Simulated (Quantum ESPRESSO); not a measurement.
# HfPbO3 (Pm-3m): zone-centre phonons, part 2 of 3

Aim: the zone-centre modes of HfPbO3 (Pm-3m).

Quantum ESPRESSO 7.5; DFT LDA, scalar-relativistic, plane waves, PseudoDojo norm-conserving pseudopotentials.

So far. Step 2 (A probe with smearing): A gap of 2.3 eV opens on this mesh, so the crystal is taken as an insulator; the start stands at -11 GPa. Step 4 (Self-consistent run for the response): The cell stands at -0.004 GPa, close enough for phonons.

## (5) Linear response at Γ

At q = 0 one unit cell holds all displacements; symmetry groups them into irreducible representations that are solved one by one. The response to a field gives ε∞ and the Born charges, which polar modes need.

Contents of ph.in:

```
phonons
&inputph
   prefix = 'x'
   outdir = './tmp'
   fildyn = 'g.dyn'
   tr2_ph = 1.0d-18
   epsil = .true.
/
0.000000000000 0.000000000000 0.000000000000
```

The run is started by

```
> OMP_NUM_THREADS=1 mpirun -n 4 ph.x -nk 4 -in ph.in > ph.out
```

Output:

```text
[banners, grids, parts of the stress and lines that vanish by symmetry left out]
[banner, memory and clock lines left out]
Program PHONON v.7.5

     ./tmp/x.save/

     IMPORTANT: XC functional enforced from input :
     Exchange-correlation= PW
                           (   1   4   0   0   0   0   0)
     Any further DFT definition will be discarded
     Please, verify this is what you really want

     G-vector sticks info

     Reading collected, re-writing distributed wavefunctions in ./tmp/

     Number and degeneracy of irreps per q-point
       N         xq(1)         xq(2)         xq(3)   N irreps
       1   0.000000000   0.000000000   0.000000000       5
        3   3   3   3   3

     Calculation of q =    0.0000000   0.0000000   0.0000000

     phonons

     bravais-lattice index     =            1
     lattice parameter (alat)  =       7.6786  a.u.
     unit-cell volume          =     452.7316 (a.u.)^3
     number of atoms/cell      =            5
     number of atomic types    =            3
     kinetic-energy cut-off    =      92.0000  Ry
     charge density cut-off    =     368.0000  Ry
     convergence threshold     =      1.0E-18
     beta                      =       0.7000
     number of iterations used =            4
     Exchange-correlation= PW
                           (   1   4   0   0   0   0   0)

     celldm(1)=    7.67857  celldm(2)=    0.00000  celldm(3)=    0.00000
     celldm(4)=    0.00000  celldm(5)=    0.00000  celldm(6)=    0.00000

     crystal axes: (cart. coord. in units of alat)
               a(1) = (  1.0000  0.0000  0.0000 )
               a(2) = (  0.0000  1.0000  0.0000 )
               a(3) = (  0.0000  0.0000  1.0000 )

     reciprocal axes: (cart. coord. in units 2 pi/alat)
               b(1) = (  1.0000  0.0000  0.0000 )
               b(2) = (  0.0000  1.0000  0.0000 )
               b(3) = (  0.0000  0.0000  1.0000 )

     Atoms inside the unit cell:

     Cartesian axes

     site n.  atom      mass           positions (alat units)
        1  Hf    178.4900   tau(    1) = (    0.50000    0.50000    0.50000  )
        2  Pb    207.2000   tau(    2) = (    0.00000    0.00000    0.00000  )
        3  O      15.9990   tau(    3) = (    0.00000    0.50000    0.50000  )
        4  O      15.9990   tau(    4) = (    0.50000    0.00000    0.50000  )
        5  O      15.9990   tau(    5) = (    0.50000    0.50000    0.00000  )

     Computing dynamical matrix for
                    q = (   0.0000000   0.0000000   0.0000000 )

     49 Sym.Ops. (with q -> -q+G )

     G cutoff =  549.6024  (  54171 G-vectors)     FFT grid: ( 48, 48, 48)
     number of k points=    35
                       cart. coord. in units 2pi/alat
        k(    1) = (   0.0000000   0.0000000   0.0000000), wk =   0.0039062
        k(    2) = (   0.0000000   0.0000000   0.1250000), wk =   0.0234375
        k(    3) = (   0.0000000   0.0000000   0.2500000), wk =   0.0234375
        [... further k-points left out ...]

     PseudoPot. # 1 for Hf read from file:
     ./pseudo/Hf.upf
     Pseudo is Norm-conserving + core correction, Zval = 12.0

     PseudoPot. # 2 for Pb read from file:
     ./pseudo/Pb.upf
     Pseudo is Norm-conserving + core correction, Zval = 14.0

     PseudoPot. # 3 for O  read from file:
     ./pseudo/O.upf
     Pseudo is Norm-conserving + core correction, Zval =  6.0

     Mode symmetry, O_h (m-3m)  point group:

     Electric field:
     Dielectric constant
     Born effective charges as d Force / d E

     Atomic displacements:
     There are    5 irreducible representations

     Representation     1      3 modes -  To be done

     Representation     2      3 modes -  To be done

     Representation     3      3 modes -  To be done

     Representation     4      3 modes -  To be done

     Representation     5      3 modes -  To be done

     Alpha used in Ewald sum =   2.8000

     Electric Fields Calculation

      iter #   1   av.it.:   8.3
      thresh= 1.000E-02 alpha_mix =  0.700 |ddv_scf|^2 =  1.215E-07

      [... iterations left out ...]
      iter #   9   av.it.:  15.6
      thresh= 1.837E-10 alpha_mix =  0.700 |ddv_scf|^2 =  1.812E-19

     End of electric fields calculation

          Dielectric constant in cartesian axis

          (       6.652552090       0.000000000       0.000000000 )
          (       0.000000000       6.652552090       0.000000000 )
          (       0.000000000       0.000000000       6.652552090 )

          Effective charges (d Force / dE) in cartesian axis without acoustic sum rule applied (asr)

           atom    1  Hf    Mean Z*:        5.69660
      Ex  (        5.69660        0.00000        0.00000 )
      Ey  (        0.00000        5.69660        0.00000 )
      Ez  (        0.00000        0.00000        5.69660 )
           atom    2  Pb    Mean Z*:        3.91796
      Ex  (        3.91796        0.00000        0.00000 )
      Ey  (        0.00000        3.91796        0.00000 )
      Ez  (        0.00000        0.00000        3.91796 )
           atom    3  O     Mean Z*:       -3.20531
      Ex  (       -4.58944        0.00000        0.00000 )
      Ey  (        0.00000       -2.51325        0.00000 )
      Ez  (        0.00000        0.00000       -2.51325 )
           atom    4  O     Mean Z*:       -3.20531
      Ex  (       -2.51325        0.00000        0.00000 )
      Ey  (        0.00000       -4.58944        0.00000 )
      Ez  (        0.00000        0.00000       -2.51325 )
           atom    5  O     Mean Z*:       -3.20531
      Ex  (       -2.51325        0.00000        0.00000 )
      Ey  (        0.00000       -2.51325        0.00000 )
      Ez  (        0.00000        0.00000       -4.58944 )

          Effective charges Sum: Mean:       -0.00138
             -0.00138        0.00000        0.00000
              0.00000       -0.00138        0.00000
              0.00000        0.00000       -0.00138

          Effective charges (d Force / dE) in cartesian axis with asr applied:
           atom    1  Hf    Mean Z*:        5.69688
      E*x (        5.69688        0.00000        0.00000 )
      E*y (        0.00000        5.69688        0.00000 )
      E*z (        0.00000        0.00000        5.69688 )
           atom    2  Pb    Mean Z*:        3.91824
      E*x (        3.91824        0.00000        0.00000 )
      E*y (        0.00000        3.91824        0.00000 )
      E*z (        0.00000        0.00000        3.91824 )
           atom    3  O     Mean Z*:       -3.20504
      E*x (       -4.58916        0.00000        0.00000 )
      E*y (        0.00000       -2.51298        0.00000 )
      E*z (        0.00000        0.00000       -2.51298 )
           atom    4  O     Mean Z*:       -3.20504
      E*x (       -2.51298        0.00000        0.00000 )
      E*y (        0.00000       -4.58916        0.00000 )
      E*z (        0.00000        0.00000       -2.51298 )
           atom    5  O     Mean Z*:       -3.20504
      E*x (       -2.51298        0.00000        0.00000 )
      E*y (        0.00000       -2.51298        0.00000 )
      E*z (        0.00000        0.00000       -4.58916 )

     Representation #   1 modes #   1   2   3

     Self-consistent Calculation

      iter #   1   av.it.:   8.0
      thresh= 1.000E-02 alpha_mix =  0.700 |ddv_scf|^2 =  5.247E-07

      [... iterations left out ...]
      iter #   8   av.it.:  16.1
      thresh= 2.089E-09 alpha_mix =  0.700 |ddv_scf|^2 =  5.639E-19

     End of self-consistent calculation

     Convergence has been achieved

     Representation #   2 modes #   4   5   6

     Self-consistent Calculation

      iter #   1   av.it.:   8.2
      thresh= 1.000E-02 alpha_mix =  0.700 |ddv_scf|^2 =  1.812E-06

      [... iterations left out ...]
      iter #   9   av.it.:  15.0
      thresh= 5.577E-10 alpha_mix =  0.700 |ddv_scf|^2 =  2.727E-19

     End of self-consistent calculation

     Convergence has been achieved

     Representation #   3 modes #   7   8   9

     Self-consistent Calculation

      iter #   1   av.it.:   8.3
      thresh= 1.000E-02 alpha_mix =  0.700 |ddv_scf|^2 =  8.757E-07

      [... iterations left out ...]
      iter #   9   av.it.:  15.5
      thresh= 2.421E-10 alpha_mix =  0.700 |ddv_scf|^2 =  1.972E-19

     End of self-consistent calculation

     Convergence has been achieved

     Representation #   4 modes #  10  11  12

     Self-consistent Calculation

      iter #   1   av.it.:   7.9
      thresh= 1.000E-02 alpha_mix =  0.700 |ddv_scf|^2 =  5.548E-07

      [... iterations left out ...]
      iter #   9   av.it.:  15.5
      thresh= 2.516E-10 alpha_mix =  0.700 |ddv_scf|^2 =  1.981E-19

     End of self-consistent calculation

     Convergence has been achieved

     Representation #   5 modes #  13  14  15

     Self-consistent Calculation

      iter #   1   av.it.:   7.7
      thresh= 1.000E-02 alpha_mix =  0.700 |ddv_scf|^2 =  1.920E-07

      [... iterations left out ...]
      iter #   7   av.it.:  16.0
      thresh= 2.121E-10 alpha_mix =  0.700 |ddv_scf|^2 =  6.564E-20

     End of self-consistent calculation

     Convergence has been achieved

     Number of q in the star =    1
     List of q in the star:
          1   0.000000000   0.000000000   0.000000000

          Dielectric constant in cartesian axis

          (       6.652552090       0.000000000       0.000000000 )
          (       0.000000000       6.652552090       0.000000000 )
          (       0.000000000       0.000000000       6.652552090 )

          Effective charges (d Force / dE) in cartesian axis without acoustic sum rule applied (asr)

           atom    1  Hf    Mean Z*:        5.69660
      Ex  (        5.69660        0.00000        0.00000 )
      Ey  (        0.00000        5.69660        0.00000 )
      Ez  (        0.00000        0.00000        5.69660 )
           atom    2  Pb    Mean Z*:        3.91796
      Ex  (        3.91796        0.00000        0.00000 )
      Ey  (        0.00000        3.91796        0.00000 )
      Ez  (        0.00000        0.00000        3.91796 )
           atom    3  O     Mean Z*:       -3.20531
      Ex  (       -4.58944        0.00000        0.00000 )
      Ey  (        0.00000       -2.51325        0.00000 )
      Ez  (        0.00000        0.00000       -2.51325 )
           atom    4  O     Mean Z*:       -3.20531
      Ex  (       -2.51325        0.00000        0.00000 )
      Ey  (        0.00000       -4.58944        0.00000 )
      Ez  (        0.00000        0.00000       -2.51325 )
           atom    5  O     Mean Z*:       -3.20531
      Ex  (       -2.51325        0.00000        0.00000 )
      Ey  (        0.00000       -2.51325        0.00000 )
      Ez  (        0.00000        0.00000       -4.58944 )

          Effective charges Sum: Mean:       -0.00138
             -0.00138        0.00000        0.00000
              0.00000       -0.00138        0.00000
              0.00000        0.00000       -0.00138

          Effective charges (d Force / dE) in cartesian axis with asr applied:
           atom    1  Hf    Mean Z*:        5.69688
      E*x (        5.69688        0.00000        0.00000 )
      E*y (        0.00000        5.69688        0.00000 )
      E*z (        0.00000        0.00000        5.69688 )
           atom    2  Pb    Mean Z*:        3.91824
      E*x (        3.91824        0.00000        0.00000 )
      E*y (        0.00000        3.91824        0.00000 )
      E*z (        0.00000        0.00000        3.91824 )
           atom    3  O     Mean Z*:       -3.20504
      E*x (       -4.58916        0.00000        0.00000 )
      E*y (        0.00000       -2.51298        0.00000 )
      E*z (        0.00000        0.00000       -2.51298 )
           atom    4  O     Mean Z*:       -3.20504
      E*x (       -2.51298        0.00000        0.00000 )
      E*y (        0.00000       -4.58916        0.00000 )
      E*z (        0.00000        0.00000       -2.51298 )
           atom    5  O     Mean Z*:       -3.20504
      E*x (       -2.51298        0.00000        0.00000 )
      E*y (        0.00000       -2.51298        0.00000 )
      E*z (        0.00000        0.00000       -4.58916 )

     Diagonalizing the dynamical matrix

     q = (    0.000000000   0.000000000   0.000000000 )

 **************************************************************************
     freq (    1) =      -3.583554 [THz] =    -119.534506 [cm-1]
     freq (    2) =      -3.583554 [THz] =    -119.534506 [cm-1]
     freq (    3) =      -3.583554 [THz] =    -119.534506 [cm-1]
     freq (    4) =      -0.049485 [THz] =      -1.650626 [cm-1]
     freq (    5) =      -0.049485 [THz] =      -1.650626 [cm-1]
     freq (    6) =      -0.049485 [THz] =      -1.650626 [cm-1]
     freq (    7) =       3.292004 [THz] =     109.809420 [cm-1]
     freq (    8) =       3.292004 [THz] =     109.809420 [cm-1]
     freq (    9) =       3.292004 [THz] =     109.809420 [cm-1]
     freq (   10) =       4.320704 [THz] =     144.123170 [cm-1]
     freq (   11) =       4.320704 [THz] =     144.123170 [cm-1]
     freq (   12) =       4.320704 [THz] =     144.123170 [cm-1]
     freq (   13) =      17.878135 [THz] =     596.350400 [cm-1]
     freq (   14) =      17.878135 [THz] =     596.350400 [cm-1]
     freq (   15) =      17.878135 [THz] =     596.350400 [cm-1]
 **************************************************************************

     Mode symmetry, O_h (m-3m)  point group:

     freq (   1-   3) =       -119.5  [cm-1]   --> T_1u G_15  G_4- I
     freq (   4-   6) =         -1.7  [cm-1]   --> T_1u G_15  G_4- I
     freq (   7-   9) =        109.8  [cm-1]   --> T_2u G_25  G_5-
     freq (  10-  12) =        144.1  [cm-1]   --> T_1u G_15  G_4- I
     freq (  13-  15) =        596.4  [cm-1]   --> T_1u G_15  G_4- I
```

Elapsed: 20 min, on 4 MPI ranks of Arm Neoverse V2, shared host; 79 min of CPU time.

This step gave:

| Property | Result |
| --- | --- |
| miss of the charge sum rule | 0.001380 e |
| largest acoustic frequency at the zone centre before the sum rule | -1.65 cm⁻¹ |
| highest optical zone-centre mode (no LO-TO term) | 596.4 cm⁻¹ |
| lowest optical zone-centre mode | -119.5 cm⁻¹ |
| mean high-frequency dielectric constant | 6.653 |
| largest Born charge in size (third of the trace) | 5.697 e |

Born charge (rows field, columns displacement), before the sum rule (e), principal values of the symmetric part by kind of site:

| atom | atoms with these values | low | middle | high | mean |
| --- | --- | --- | --- | --- | --- |
| Hf1 | 1 | 5.70 | 5.70 | 5.70 | 5.70 |
| Pb2 | 1 | 3.92 | 3.92 | 3.92 | 3.92 |
| O3 | 3 | -4.59 | -2.51 | -2.51 | -3.21 |

In full for Hf1:

```
5.70 0.00 0.00
0.00 5.70 0.00
0.00 0.00 5.70
```

High-frequency dielectric tensor:

```
6.65 0.00 0.00
0.00 6.65 0.00
0.00 0.00 6.65
```

The acoustic modes at Γ come out as far as 1.6 cm⁻¹ from zero, where they should vanish, a small numerical error; the Born charges miss their sum rule by 0.0014 e, which is good. The lowest optical mode is imaginary, 120i cm⁻¹, an instability at this level and on this k mesh.

## (6) Zone-centre analysis

A rigid shift of the crystal must cost nothing, but grids and finite bases break this; the acoustic sum rule is imposed before the matrix is diagonalised again. With Born charges the intensities follow; a static dielectric tensor has no meaning with imaginary modes.

Contents of dynmat.in:

```
&input
   fildyn = 'g.dyn'
   asr = 'simple'
   fileig = 'dynmat.eig'
   lperm = .true.
/
```

The run is started by

```
> dynmat.x -in dynmat.in > dynmat.out
```

Output:

```text
[banner, memory and clock lines left out]
Program DYNMAT v.7.5

     Reading Dynamical Matrix from file g.dyn
     ...Force constants read
     ...epsilon and Z* read
     A direction for q was not specified:TO-LO splitting will be absent

     Polarizability (A^3 units)
     multiply by 0.346719 for Clausius-Mossotti correction
        30.177199    0.000000    0.000000
         0.000000   30.177199    0.000000
         0.000000    0.000000   30.177199

     IR activities are in (D/A)^2/amu units

# mode   [cm-1]    [THz]      IR
    1   -119.45   -3.5810   22.8213
    2   -119.45   -3.5810   22.8213
    3   -119.45   -3.5810   22.8213
    4      0.00    0.0000    0.0000
    5      0.00    0.0000    0.0000
    6      0.00    0.0000    0.0000
    7    109.96    3.2966    0.0000
    8    109.96    3.2966    0.0000
    9    109.96    3.2966    0.0000
   10    144.16    4.3217   11.3186
   11    144.16    4.3217   11.3186
   12    144.16    4.3217   11.3186
   13    596.37   17.8786   20.3475
   14    596.37   17.8786   20.3475
   15    596.37   17.8786   20.3475

Electronic dielectric permittivity tensor (relative, adimensional)
         6.652552    0.000000    0.000000
         0.000000    6.652552    0.000000
         0.000000    0.000000    6.652552

 ... with zone-center polar mode contributions
        25.786844   -0.000000   -0.000000
        -0.000000   25.786844    0.000000
        -0.000000    0.000000   25.786844

[end of the log left out, with the tail of the file of modes that dynmat.x writes under the same name]
```

The job ended after 0.45 s (1 thread).

Unit eigenvectors of the mass-weighted matrix after the sum rule; no LO-TO term. The modes at Γ (shares of kinetic energy by element, %) (negative means imaginary):

| mode | frequency (cm⁻¹) | Hf % | Pb % | O % |
| --- | --- | --- | --- | --- |
| 1 | -119.4 | 5 | 33 | 62 |
| 2 | -119.4 | 5 | 33 | 62 |
| 3 | -119.4 | 5 | 33 | 62 |
| 4 | 0.0 | 41 | 48 | 11 |
| 5 | 0.0 | 41 | 48 | 11 |
| 6 | 0.0 | 41 | 48 | 11 |
| 7 | 110.0 | 0 | 0 | 100 |
| 8 | 110.0 | 0 | 0 | 100 |
| 9 | 110.0 | 0 | 0 | 100 |
| 10 | 144.2 | 51 | 20 | 29 |
| 11 | 144.2 | 51 | 20 | 29 |
| 12 | 144.2 | 51 | 20 | 29 |
| 13 | 596.4 | 3 | 0 | 97 |
| 14 | 596.4 | 3 | 0 | 97 |
| 15 | 596.4 | 3 | 0 | 97 |

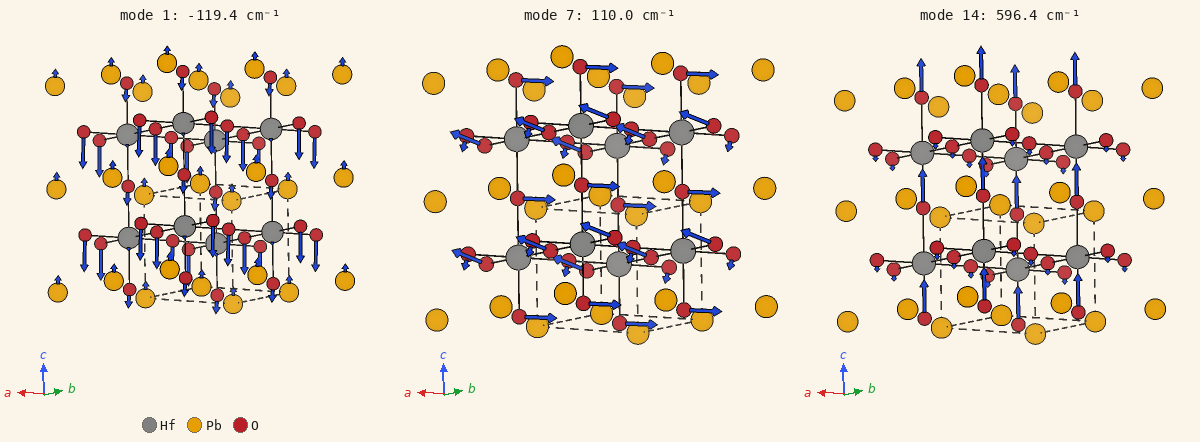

Displacement patterns of modes 1, 7 and 14 at Γ; arrows are exaggerated. 2×2×2 cells are drawn. Some periodic images of atoms are drawn too.

Degenerate modes summed, no LO-TO term; imaginary modes left out. Infrared lines, with heights relative to the strongest:

| position (cm⁻¹) | lines merged | IR intensity, relative |
| --- | --- | --- |
| 110 | 3 | 0.0 |
| 144 | 3 | 56 |
| 596 | 3 | 100 |

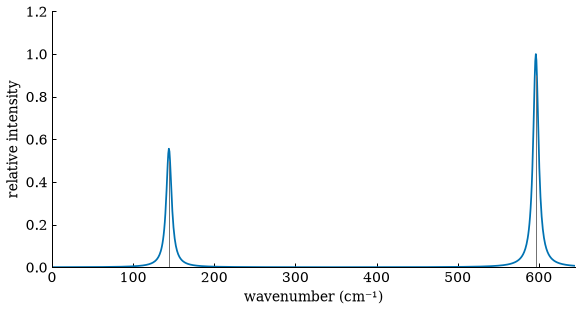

The infrared spectrum, broadened with Lorentzians of width 8 cm⁻¹; bars mark the lines.

The rule moves no optical mode by more than 0.2 cm⁻¹.

## (7) The LO-TO splitting (1 0 0)

A longitudinal polar mode sets up a macroscopic field that stiffens it; the term hangs on the direction from which q goes to zero.

Contents of dynmat.in:

```
&input
   fildyn = 'g.dyn'
   asr = 'simple'
   fileig = 'dynmat.eig'
   q(1) = 1.0
   q(2) = 0.0
   q(3) = 0.0
/
```

The run is started by

```
> dynmat.x -in dynmat.in > dynmat.out
```

Output:

```text
[banner, memory and clock lines left out]
Program DYNMAT v.7.5

     Reading Dynamical Matrix from file g.dyn
     ...Force constants read
     ...epsilon and Z* read

     Polarizability (A^3 units)
     multiply by 0.346719 for Clausius-Mossotti correction
        30.177199    0.000000    0.000000
         0.000000   30.177199    0.000000
         0.000000    0.000000   30.177199

     IR activities are in (D/A)^2/amu units

# mode   [cm-1]    [THz]      IR
    1   -119.45   -3.5810   22.8213
    2   -119.45   -3.5810   22.8213
    3      0.00    0.0000    0.0000
    4      0.00    0.0000    0.0000
    5      0.00    0.0000    0.0000
    6     82.80    2.4822    0.3992
    7    109.96    3.2966    0.0000
    8    109.96    3.2966    0.0000
    9    109.96    3.2966    0.0000
   10    144.16    4.3217   11.3186
   11    144.16    4.3217   11.3186
   12    340.54   10.2090   14.8484
   13    596.37   17.8786   20.3475
   14    596.37   17.8786   20.3475
   15    706.92   21.1928   39.2396

[end of the log left out, with the tail of the file of modes that dynmat.x writes under the same name]
```

The job ended after 0.45 s (1 thread).

Read from the output:

```
highest mode moved by the LO-TO term : 706.9 cm⁻¹
```

Zone-centre frequencies as printed; negative means imaginary. Modes:

| mode | frequency (cm⁻¹) |
| --- | --- |
| 1 | -119.5 |
| 2 | -119.5 |
| 3 | 0 |
| 4 | 0 |
| 5 | 0 |
| 6 | 82.8 |
| 7 | 110 |
| 8 | 110 |
| 9 | 110 |
| 10 | 144.2 |
| 11 | 144.2 |
| 12 | 340.5 |
| 13 | 596.4 |
| 14 | 596.4 |
| 15 | 706.9 |

The field moves 3 modes; the highest of them now lies at 707 cm⁻¹, where the highest that moved away lay at 596.

(Continued in part 3 of 3.)

[Host names and launcher messages were left out of these logs when they were recorded.]

[Logs are printed without paths, hosts, clocks, repeated set-up lines and the standing remarks that a program may print on its own settings, such as how far it seeks lower states.]

[Hosts, paths, dates, database ids (printed as entryN), source tags and the programs' standing remarks are cut or masked in the printed files.]
